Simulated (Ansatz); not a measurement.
A series of calculations on C$_{2}$H$_{5}$FSi

**1. Relaxation**

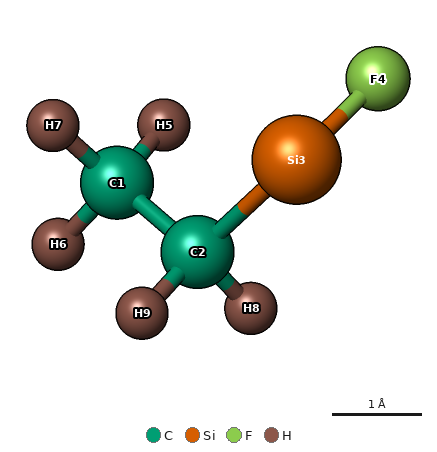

C₂H₅FSi, before the relaxation. Style: ball-and-stick. Shown at a tilt.

The run prepares an end point of a later path (torsion) calculation, from a guessed geometry.

Computed with RKS PBE0-D4/def2-SVP in Ansatz 0.2.0.

The input:
```yaml
crystal:
  periodic: [false, false, false]
  atoms:
    - { symbol: C, position_ang: [-0.3315, 0.8295, -0.2575] }
    - { symbol: C, position_ang: [0.077, -0.2525, 0.6486] }
    - { symbol: Si, position_ang: [1.3142, -1.4123, -0.086] }
    - { symbol: F, position_ang: [0.7665, -2.1147, -1.3562] }
    - { symbol: H, position_ang: [-0.8434, 0.4742, -1.1975] }
    - { symbol: H, position_ang: [-1.1186, 1.5164, 0.2409] }
    - { symbol: H, position_ang: [0.4834, 1.5183, -0.5631] }
    - { symbol: H, position_ang: [-0.7571, -0.8154, 0.9487] }
    - { symbol: H, position_ang: [0.498, 0.2101, 1.6051] }
basis:
  gaussian: { orbitals: def2-SVP }
hamiltonian:
  xc: pbe0
  dispersion: d4
relax:
  f_tol: 0.015
  max_steps: 40
```

Launched with:
```bash
ansatz run input.yaml --threads 1 --pin off --max-ram 2048MiB --backend cpu --events-out ev --progress --plain --runs-dir out
```

**Predict the outcome.**

After 9 accepted moves (10 points after the start) the energy has fallen by 0.613 eV. The largest force component goes from 3.4 to 0.011 eV/Å. The line search rejected the trial step at point 7 of the run. F4 moves most after the best rigid fit: 0.57 Å. Largest moves by element: F 0.57 Å, Si 0.37 Å, H 0.20 Å, C 0.06 Å. Near-neighbour distances that change, for instance: Si3–F4 1.551 → 1.646 Å, C2–H8 1.050 → 1.114 Å, C1–H6 1.157 → 1.101 Å, C1–C2 1.469 → 1.524 Å. Among the angles between lasting bonds that change: C2–Si3–F4 111.9° → 99.3°, Si3–C2–H8 108.0° → 102.1°, C1–C2–Si3 113.8° → 119.1°. Groups turn about C2–Si3 by about 40°. The run took about 23 core-seconds on a shared host.

The structure at the end:

```xyz
9

C    -0.3707    0.8061   -0.3019
C     0.0800   -0.2493    0.7004
Si    1.1608   -1.6931    0.0985
F     0.8824   -1.5769   -1.5198
H    -0.8632    0.3448   -1.1702
H    -1.0736    1.5270    0.1441
H     0.4848    1.3803   -0.6901
H    -0.7943   -0.7800    1.1408
H     0.5825    0.1948    1.5812
```

After the run, drawn alike:

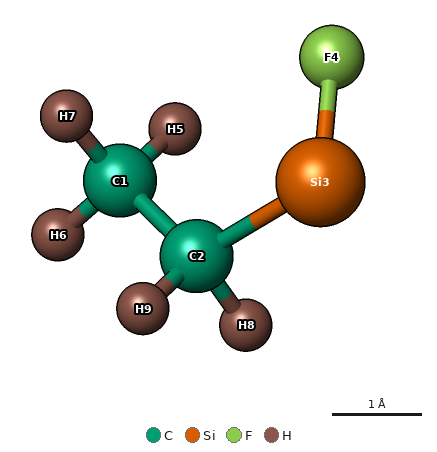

**2. Relaxation**

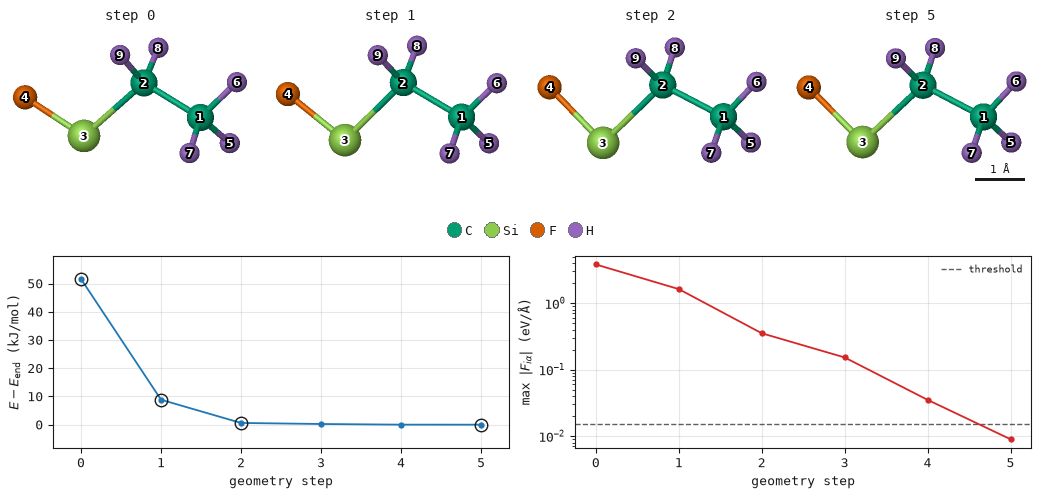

Frames of a relaxation of C₂H₅FSi, marked on the history of the run. A ball-and-stick model, seen at a tilt.

The run prepares an end point of a later path (torsion) calculation, from a guessed geometry.

Level of theory: RKS PBE0-D4/def2-SVP in Ansatz 0.2.0. Set-up: no spin polarisation; force threshold 0.015 eV/Å; at most 40 steps.

**Describe the path.**

F4 moves most after the best rigid fit: 0.23 Å. By element the largest moves are F 0.23 Å, H 0.14 Å, Si 0.13 Å, C 0.07 Å. Near-neighbour distances that change, for instance: Si3–F4 1.551 → 1.644 Å, C2–H8 1.050 → 1.108 Å, C1–H6 1.157 → 1.101 Å, C1–C2 1.469 → 1.524 Å. Among the angles between lasting bonds that change: C2–Si3–F4 111.9° → 97.7°, Si3–C2–H9 109.9° → 106.3°, H5–C1–H6 103.7° → 107.1°. Over 5 geometry steps the energy falls by 51.6 kJ/mol. The largest force component goes from 3.8 to 0.009 eV/Å. The run took of the order of 11 core-seconds on a shared host. From step 0 to 1: F4 moves most (0.10 Å), energy −42.8 kJ/mol. From step 1 to 2: F4 moves most (0.15 Å), energy −8.22 kJ/mol. From step 2 to 5: Si and F atoms move most (0.02 Å), energy −0.61 kJ/mol.

```
step  E − E(0), kJ/mol  largest force component, eV/Å
   0              0.00                         3.8177
   1            -42.76                         1.6268
   2            -50.98                         0.3523
   3            -51.35                         0.1524
   4            -51.58                         0.0351
   5            -51.59                         0.0090
```

**3. Path**

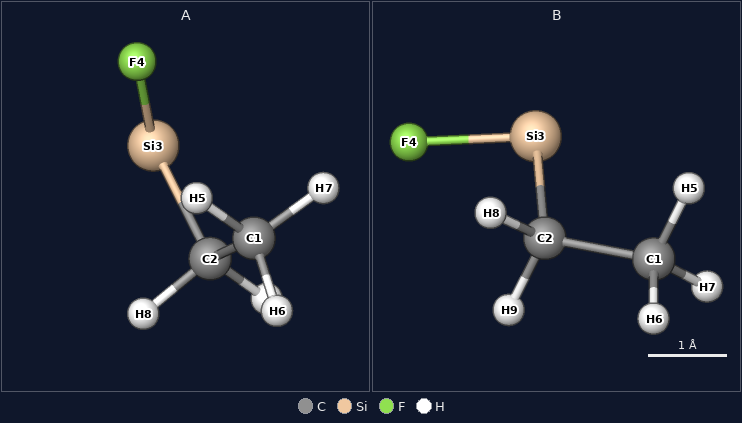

The two relaxed end points of a path for C2H5FSi. A ball-and-stick model, seen from a free direction.

All numbers below come from RKS PBE0-D4/def2-SVP in Ansatz.

Input
```yaml
crystal:
  periodic: [false, false, false]
  atoms:
    - { symbol: C, position_ang: [-0.383783, 0.800891, -0.299016] }
    - { symbol: C, position_ang: [0.088809, -0.248141, 0.699856] }
    - { symbol: Si, position_ang: [1.183693, -1.677763, 0.089701] }
    - { symbol: F, position_ang: [0.890966, -1.565667, -1.526381] }
    - { symbol: H, position_ang: [-0.876985, 0.332876, -1.163288] }
    - { symbol: H, position_ang: [-1.092584, 1.512603, 0.152415] }
    - { symbol: H, position_ang: [0.460957, 1.386218, -0.694143] }
    - { symbol: H, position_ang: [-0.774927, -0.790189, 1.147269] }
    - { symbol: H, position_ang: [0.592354, 0.202771, 1.576587] }
basis:
  gaussian: { orbitals: def2-SVP }
hamiltonian:
  xc: pbe0
  dispersion: d4
neb:
  order_check: false
  images: 5
  f_tol: 0.05
  max_iterations: 60
  initial_path: idpp
  final_atoms:
    - { symbol: C, position_ang: [-0.50403154, 1.02406658, -0.25129518] }
    - { symbol: C, position_ang: [0.06434696, -0.27165321, 0.31581978] }
    - { symbol: Si, position_ang: [1.05800555, -1.34481172, -0.90150154] }
    - { symbol: F, position_ang: [1.43670902, -2.56303911, 0.13614799] }
    - { symbol: H, position_ang: [-1.19056677, 0.83455547, -1.09246042] }
    - { symbol: H, position_ang: [-1.06693036, 1.59584047, 0.50275719] }
    - { symbol: H, position_ang: [0.2908726, 1.68585124, -0.63202922] }
    - { symbol: H, position_ang: [-0.73240979, -0.92429634, 0.7256503] }
    - { symbol: H, position_ang: [0.73250433, -0.08291437, 1.1799111] }
```

Run as
```bash
ansatz run input.yaml --threads 1 --pin off --max-ram 2048MiB --backend cpu --events-out ev --progress --plain --runs-dir out
```

Predict the minimum-energy path and its barrier.

Answer. Forward barrier 1.49 kcal/mol, backward barrier 1.13 kcal/mol, with image 3 at the top; the reaction energy is +0.36 kcal/mol. The motion is a rotation about the C2–Si3 bond by about 160°. No bond forms or breaks between the ends. Bond angles that change up to the highest image, for instance: Si3–C2–H8 102.1° → 110.4°, C1–C2–Si3 119.1° → 110.8°. The band is converged.

Energies of the converged images:

```
image  path (Å)  E (kcal/mol)
    0      0.00          0.00
    1      0.59          0.36
    2      1.19          1.16
    3      1.78          1.49
    4      2.29          1.25
    5      2.80          0.66
    6      3.31          0.36
```

The geometry at the top of the path:

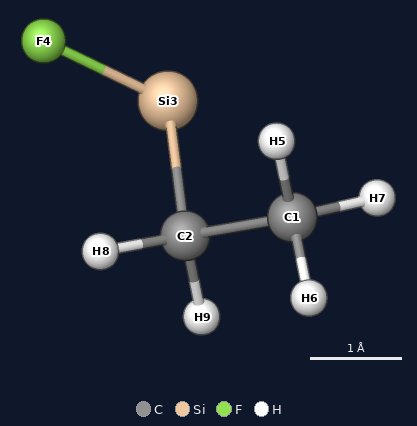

The run took of the order of 50 core-seconds on a shared host.
